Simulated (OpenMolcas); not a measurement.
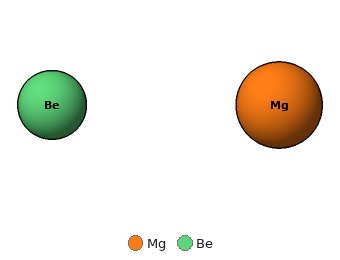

The molecule at the reference distance of 3.057 Å.

**Relativistic diatomic calculation for MgBe (part 1 of 2)**

- system: MgBe.
- method: SA-CASSCF(4,8)/XMS-CASPT2 + RASSI spin-orbit (X2C scalar, AMFI), ANO-RCC-VTZP (OpenMolcas)

### Results in brief

| quantity | value |
| --- | --- |
| outcome | converged |
| lowest spin-free state | ¹Σ |
| lowest spin-orbit level | Ω = 0, −214.75355 hartree |
| next level | Ω = 0, 14,491 cm⁻¹ |
| hardware | 1 thread of AMD EPYC 7571, 176 GiB of memory available, shared host |
| wall time | 50 s |
| peak memory | 0.19 GiB |

### The input
```
&GATEWAY
Coord
2
angstrom
Mg 0.0 0.0 0.0
Be 0.0 0.0 3.0570
Basis=ANO-RCC-VTZP
Group=XY
RX2C
AMFI
ANGMom
0.0 0.0 0.0
RICD
&SEWARD
&GUESSORB
&RASSCF
FileOrb=$CurrDir/o11.orb
Symmetry=1
Spin=1
nActEl=4 0 0
Inactive=4 2
RAS2=4 4
CIRoot=2 2 1
Linear
Iterations=120 100
OrbListing=Nothing
PRWF=0.15
>>COPY $Project.RasOrb $CurrDir/o11.orb
>>COPY $Project.rasscf.h5 $CurrDir/r11.h5
&CASPT2
XMultistate=all
Imaginary=0.2
IPEA=0.25
MaxIter=40
>>COPY $Project.JobMix JOB001
&RASSCF
FileOrb=$CurrDir/o31.orb
Symmetry=1
Spin=3
nActEl=4 0 0
Inactive=4 2
RAS2=4 4
CIRoot=2 2 1
Linear
Iterations=120 100
OrbListing=Nothing
PRWF=0.15
>>COPY $Project.RasOrb $CurrDir/o31.orb
>>COPY $Project.rasscf.h5 $CurrDir/r31.h5
&CASPT2
XMultistate=all
Imaginary=0.2
IPEA=0.25
MaxIter=40
>>COPY $Project.JobMix JOB002
&RASSCF
FileOrb=$CurrDir/o32.orb
Symmetry=2
Spin=3
nActEl=4 0 0
Inactive=4 2
RAS2=4 4
CIRoot=6 6 1
Linear
Iterations=120 100
OrbListing=Nothing
PRWF=0.15
>>COPY $Project.RasOrb $CurrDir/o32.orb
>>COPY $Project.rasscf.h5 $CurrDir/r32.h5
&CASPT2
XMultistate=all
Imaginary=0.2
IPEA=0.25
MaxIter=40
>>COPY $Project.JobMix JOB003
&RASSCF
FileOrb=$CurrDir/o12.orb
Symmetry=2
Spin=1
nActEl=4 0 0
Inactive=4 2
RAS2=4 4
CIRoot=4 4 1
Linear
Iterations=120 100
OrbListing=Nothing
PRWF=0.15
>>COPY $Project.RasOrb $CurrDir/o12.orb
>>COPY $Project.rasscf.h5 $CurrDir/r12.h5
&CASPT2
XMultistate=all
Imaginary=0.2
IPEA=0.25
MaxIter=40
>>COPY $Project.JobMix JOB004
&RASSI
Nr of JobIphs=4 2 2 6 4
1 2
1 2
1 2 3 4 5 6
1 2 3 4
SpinOrbit
EJob
Omega
MEES
MESO
Properties=4
'AngMom' 3 'Mltpl  1' 1 'Mltpl  1' 2 'Mltpl  1' 3
Thrs=1.0d-4
>>COPY $Project.rassi.h5 $CurrDir/so.h5
```

The first orbital files come from an earlier step.

Run as:
```bash
pymolcas m.inp (one call a module block, same work directory)
```

### Output (extracts)
```
++    Wave function specifications:
      Number of closed shell electrons          12
      Number of electrons in active shells       4
      Number of inactive orbitals                6
      Number of active orbitals                  8
      Number of secondary orbitals              50
      Spin quantum number                      0.0
      State symmetry                             1
++    Orbital specifications:
      Symmetry species                           1   2
                                                 a   b
      Frozen orbitals                            0   0
      Inactive orbitals                          4   2
      Active orbitals                            4   4
      RAS2 orbitals                              4   4
      Secondary orbitals                        26  24
      Number of basis functions                 34  30
      printout of CI-coefficients larger than  0.15 for root  1
      energy=    -214.558484
      conf/sym  1111 2222     Coeff  Weight
             1  2200 0000  -0.82412 0.67917
             8  u20d 0000   0.39074 0.15268
      printout of CI-coefficients larger than  0.15 for root  2
      energy=    -214.422268
      conf/sym  1111 2222     Coeff  Weight
             1  2200 0000   0.28343 0.08033
             7  2u0d 0000   0.18705 0.03499
             8  u20d 0000   0.78907 0.62262
            16  ud02 0000  -0.22543 0.05082
            17  0202 0000   0.16769 0.02812
      Natural orbitals and occupation numbers for root  1
      sym 1:   1.788244   1.869126   0.024803   0.099431
      sym 2:   0.046869   0.046869   0.062329   0.062329
      Natural orbitals and occupation numbers for root  2
      sym 1:   1.382200   1.801545   0.078793   0.572754
      sym 2:   0.023316   0.023316   0.059038   0.059038
      RASSCF energy for state  2                   -214.42226808
::    RASSCF root number  1 Total energy:   -214.55848412
::    RASSCF root number  2 Total energy:   -214.42226808
      Von Neumann Entropy (Root   1) =  1.09512
++    Wave function specifications:
      Number of closed shell electrons           6
      Number of electrons in active shells       4
      Number of inactive orbitals                3
      Number of active orbitals                  8
      Number of secondary orbitals              50
      Spin quantum number                      0.0
      State symmetry                             1
      Number of CSFs                           176
      Number of CASSCF root(s) available         2
      CASPT2 state passed to geometry opt.       2
      A file JOBMIX will be created
      This is a MULTI-STATE CASSCF reference
      Number of CI roots used                    2
      These are:                                 1   2
      Off-diagonal elements of Heff are computed
  FINAL CASPT2 RESULT:
      Reference energy:        -214.5584841206
      E2 (Non-variational):      -0.1947174933
      Shift correction:          -0.0005889837
      E2 (Variational):          -0.1953064769
      Total energy:            -214.7537905976
      Reference weight:           0.97506
  FINAL CASPT2 RESULT:
      Reference energy:        -214.4222680824
      E2 (Non-variational):      -0.1981147653
      Shift correction:          -0.0014864686
      E2 (Variational):          -0.1996012338
      Total energy:            -214.6218693163
      Reference weight:           0.96736
       Total XMS-CASPT2 energies:
::    XMS-CASPT2 Root  1     Total energy:   -214.75355155
::    XMS-CASPT2 Root  2     Total energy:   -214.62210837
++    Wave function specifications:
      Number of closed shell electrons          12
      Number of electrons in active shells       4
      Number of inactive orbitals                6
      Number of active orbitals                  8
      Number of secondary orbitals              50
      Spin quantum number                      1.0
      State symmetry                             1
      printout of CI-coefficients larger than  0.15 for root  1
      energy=    -214.489883
      conf/sym  1111 2222     Coeff  Weight
             1  2uu0 0000  -0.18934 0.03585
             5  u20u 0000   0.93645 0.87694
      printout of CI-coefficients larger than  0.15 for root  2
      energy=    -214.428006
      conf/sym  1111 2222     Coeff  Weight
             2  u2u0 0000   0.43761 0.19150
             4  2u0u 0000  -0.81947 0.67153
      Natural orbitals and occupation numbers for root  1
      sym 1:   1.007627   1.871987   0.060448   0.962353
      sym 2:   0.016662   0.016662   0.032131   0.032131
      Natural orbitals and occupation numbers for root  2
      sym 1:   1.640902   1.169816   0.243219   0.777087
      sym 2:   0.038713   0.038713   0.045775   0.045775
      RASSCF energy for state  2                   -214.42800557
::    RASSCF root number  1 Total energy:   -214.48988316
::    RASSCF root number  2 Total energy:   -214.42800557
      Von Neumann Entropy (Root   1) =  1.55459
++    Wave function specifications:
      Number of closed shell electrons           6
      Number of electrons in active shells       4
      Number of inactive orbitals                3
      Number of active orbitals                  8
      Number of secondary orbitals              50
      Spin quantum number                      1.0
      State symmetry                             1
      Number of CSFs                           186
      Number of CASSCF root(s) available         2
      CASPT2 state passed to geometry opt.       2
      A file JOBMIX will be created
      This is a MULTI-STATE CASSCF reference
      Number of CI roots used                    2
      These are:                                 1   2
      Off-diagonal elements of Heff are computed
  FINAL CASPT2 RESULT:
      Reference energy:        -214.4898831590
      E2 (Non-variational):      -0.1967782957
      Shift correction:          -0.0008626363
      E2 (Variational):          -0.1976409320
      Total energy:            -214.6875240910
      Reference weight:           0.97119
  FINAL CASPT2 RESULT:
      Reference energy:        -214.4280055675
      E2 (Non-variational):      -0.1937006800
      Shift correction:          -0.0010737623
      E2 (Variational):          -0.1947744423
      Total energy:            -214.6227800099
      Reference weight:           0.97279
       Total XMS-CASPT2 energies:
::    XMS-CASPT2 Root  1     Total energy:   -214.68752490
::    XMS-CASPT2 Root  2     Total energy:   -214.62277920
++    Wave function specifications:
      Number of closed shell electrons          12
      Number of electrons in active shells       4
      Number of inactive orbitals                6
      Number of active orbitals                  8
      Number of secondary orbitals              50
      Spin quantum number                      1.0
      State symmetry                             2
      printout of CI-coefficients larger than  0.15 for root  1
      energy=    -214.485036
      conf/sym  1111 2222     Coeff  Weight
             1  2u00 u000  -0.28481 0.08112
             5  u200 u000  -0.15260 0.02329
             8  u200 000u   0.89006 0.79221
      printout of CI-coefficients larger than  0.15 for root  2
      energy=    -214.485036
      conf/sym  1111 2222     Coeff  Weight
             2  2u00 0u00  -0.28481 0.08112
             6  u200 0u00  -0.15260 0.02329
             7  u200 00u0   0.89006 0.79221
      printout of CI-coefficients larger than  0.15 for root  3
      energy=    -214.455897
      conf/sym  1111 2222     Coeff  Weight
             3  2u00 00u0  -0.64596 0.41726
             6  u200 0u00   0.67214 0.45178
      printout of CI-coefficients larger than  0.15 for root  4
      energy=    -214.455897
      conf/sym  1111 2222     Coeff  Weight
             4  2u00 000u  -0.64596 0.41726
             5  u200 u000   0.67214 0.45178
      printout of CI-coefficients larger than  0.15 for root  5
      energy=    -214.411206
      conf/sym  1111 2222     Coeff  Weight
             3  2u00 00u0  -0.39736 0.15789
             6  u200 0u00  -0.46607 0.21722
            35  200u 00u0   0.23210 0.05387
            43  020u 00u0  -0.61335 0.37620
            86  uu0u 0d00   0.22934 0.05260
      printout of CI-coefficients larger than  0.15 for root  6
      energy=    -214.411206
      conf/sym  1111 2222     Coeff  Weight
             4  2u00 000u  -0.39736 0.15789
             5  u200 u000  -0.46607 0.21722
            36  200u 000u   0.23210 0.05387
            44  020u 000u  -0.61335 0.37620
            85  uu0u d000   0.22934 0.05260
      Natural orbitals and occupation numbers for root  1
      sym 1:   1.044908   1.785640   0.018004   0.069065
      sym 2:   0.120791   0.013471   0.035757   0.912364
      Natural orbitals and occupation numbers for root  2
      sym 1:   1.044908   1.785640   0.018004   0.069065
      sym 2:   0.013471   0.120791   0.912364   0.035757
      Natural orbitals and occupation numbers for root  3
      sym 1:   1.337367   1.476457   0.013509   0.074333
      sym 2:   0.021509   0.461726   0.585566   0.029534
      Natural orbitals and occupation numbers for root  4
      sym 1:   1.337367   1.476457   0.013509   0.074333
      sym 2:   0.461726   0.021509   0.029534   0.585566
      Natural orbitals and occupation numbers for root  5
      sym 1:   0.823261   1.552087   0.037261   0.563520
      sym 2:   0.002590   0.313343   0.690525   0.017413
      Natural orbitals and occupation numbers for root  6
      sym 1:   0.823261   1.552087   0.037261   0.563520
      sym 2:   0.313343   0.002590   0.017413   0.690525
      RASSCF energy for state  6                   -214.41120642
::    RASSCF root number  1 Total energy:   -214.48503623
::    RASSCF root number  2 Total energy:   -214.48503623
::    RASSCF root number  3 Total energy:   -214.45589741
::    RASSCF root number  4 Total energy:   -214.45589741
::    RASSCF root number  5 Total energy:   -214.41120642
::    RASSCF root number  6 Total energy:   -214.41120642
      Von Neumann Entropy (Root   1) =  1.77773
++    Wave function specifications:
      Number of closed shell electrons           6
      Number of electrons in active shells       4
      Number of inactive orbitals                3
      Number of active orbitals                  8
      Number of secondary orbitals              50
      Spin quantum number                      1.0
      State symmetry                             2
      Number of CSFs                           192
      Number of CASSCF root(s) available         6
      CASPT2 state passed to geometry opt.       6
      A file JOBMIX will be created
      This is a MULTI-STATE CASSCF reference
      Number of CI roots used                    6
      These are:                                 1   2   3   4   5   6
      Off-diagonal elements of Heff are computed
  FINAL CASPT2 RESULT:
      Reference energy:        -214.4850362300
      E2 (Non-variational):      -0.1961884977
      Shift correction:          -0.0010457095
      E2 (Variational):          -0.1972342073
      Total energy:            -214.6822704373
      Reference weight:           0.97030
  FINAL CASPT2 RESULT:
      Reference energy:        -214.4850362297
      E2 (Non-variational):      -0.1961884942
      Shift correction:          -0.0010457084
      E2 (Variational):          -0.1972342026
      Total energy:            -214.6822704324
      Reference weight:           0.97030
  FINAL CASPT2 RESULT:
      Reference energy:        -214.4558974121
      E2 (Non-variational):      -0.1956693395
      Shift correction:          -0.0012714063
      E2 (Variational):          -0.1969407458
      Total energy:            -214.6528381579
      Reference weight:           0.97009
  FINAL CASPT2 RESULT:
      Reference energy:        -214.4558974120
      E2 (Non-variational):      -0.1956693371
      Shift correction:          -0.0012714052
      E2 (Variational):          -0.1969407423
      Total energy:            -214.6528381543
      Reference weight:           0.97009
  FINAL CASPT2 RESULT:
      Reference energy:        -214.4112064182
      E2 (Non-variational):      -0.1985737314
      Shift correction:          -0.0018595563
      E2 (Variational):          -0.2004332876
      Total energy:            -214.6116397058
      Reference weight:           0.96541
  FINAL CASPT2 RESULT:
      Reference energy:        -214.4112064182
      E2 (Non-variational):      -0.1985737332
      Shift correction:          -0.0018595570
      E2 (Variational):          -0.2004332902
      Total energy:            -214.6116397084
      Reference weight:           0.96541
       Total XMS-CASPT2 energies:
::    XMS-CASPT2 Root  1     Total energy:   -214.68249659
::    XMS-CASPT2 Root  2     Total energy:   -214.68249658
::    XMS-CASPT2 Root  3     Total energy:   -214.65106223
::    XMS-CASPT2 Root  4     Total energy:   -214.65106223
::    XMS-CASPT2 Root  5     Total energy:   -214.61318949
::    XMS-CASPT2 Root  6     Total energy:   -214.61318948
++    Wave function specifications:
      Number of closed shell electrons          12
      Number of electrons in active shells       4
      Number of inactive orbitals                6
      Number of active orbitals                  8
      Number of secondary orbitals              50
      Spin quantum number                      0.0
      State symmetry                             2
      printout of CI-coefficients larger than  0.15 for root  1
      energy=    -214.443324
      conf/sym  1111 2222     Coeff  Weight
             7  u200 00d0   0.87231 0.76093
            39  ud0u 00d0   0.22724 0.05164
            42  020u 0d00   0.24746 0.06124
            43  020u 00d0   0.15442 0.02384
      printout of CI-coefficients larger than  0.15 for root  2
      energy=    -214.443324
      conf/sym  1111 2222     Coeff  Weight
             8  u200 000d   0.87231 0.76093
            40  ud0u 000d   0.22724 0.05164
            41  020u d000   0.24746 0.06124
            44  020u 000d   0.15442 0.02384
      printout of CI-coefficients larger than  0.15 for root  3
      energy=    -214.407668
      conf/sym  1111 2222     Coeff  Weight
             3  2u00 00d0   0.39737 0.15790
             6  u200 0d00   0.52422 0.27480
             7  u200 00d0  -0.19474 0.03792
            35  200u 00d0  -0.17458 0.03048
            43  020u 00d0   0.63277 0.40040
            58  uu0d 0d00  -0.15001 0.02250
      printout of CI-coefficients larger than  0.15 for root  4
      energy=    -214.407668
      conf/sym  1111 2222     Coeff  Weight
             4  2u00 000d   0.39737 0.15790
             5  u200 d000   0.52422 0.27480
             8  u200 000d  -0.19474 0.03792
            36  200u 000d  -0.17458 0.03048
            44  020u 000d   0.63277 0.40040
            57  uu0d d000  -0.15001 0.02250
      Natural orbitals and occupation numbers for root  1
      sym 1:   0.963214   1.841250   0.016958   0.141018
      sym 2:   0.004318   0.068290   0.934820   0.030133
      Natural orbitals and occupation numbers for root  2
      sym 1:   0.963214   1.841250   0.016958   0.141018
      sym 2:   0.068290   0.004318   0.030133   0.934820
      Natural orbitals and occupation numbers for root  3
      sym 1:   0.840066   1.689120   0.030847   0.418178
      sym 2:   0.002830   0.246211   0.757729   0.015020
      Natural orbitals and occupation numbers for root  4
      sym 1:   0.840066   1.689120   0.030847   0.418178
      sym 2:   0.246211   0.002830   0.015020   0.757729
      RASSCF energy for state  4                   -214.40766764
::    RASSCF root number  1 Total energy:   -214.44332430
::    RASSCF root number  2 Total energy:   -214.44332430
::    RASSCF root number  3 Total energy:   -214.40766764
::    RASSCF root number  4 Total energy:   -214.40766764
      Von Neumann Entropy (Root   1) =  1.73514
++    Wave function specifications:
      Number of closed shell electSPIN-FREE ENERGIES:
  (Shifted by EMIN (a.u.) =       -214.7535515473)
 SF State       Relative EMIN(au)   Rel lowest level(eV)    D:o, cm**(-1)      Abs_M
     1             0.0000000000        0.0000000000              0.0000         0.0
     3             0.0660266502        1.7966766822          14491.1747         0.0
     5             0.0710549618        1.9335040112          15594.7616         1.0
     6             0.0710549668        1.9335041468          15594.7626         1.0
     7             0.1024893156        2.7888763521          22493.8048         1.0
     8             0.1024893190        2.7888764454          22493.8055         1.0
    11             0.1035140759        2.8167614999          22718.7136         1.0
    12             0.1035140863        2.8167617830          22718.7159         1.0
     4             0.1307723436        3.5584967515          28701.2119         0.0
     2             0.1314431808        3.5767511634          28848.4437         0.0
     9             0.1403620612        3.8194462615          30805.9116         1.0
    10             0.1403620636        3.8194463260          30805.9122         1.0
    13             0.1425668777        3.8794423762          31289.8129         1.0
    14             0.1425668859        3.8794425980          31289.8147         1.0
```

(Continued in part 2.)
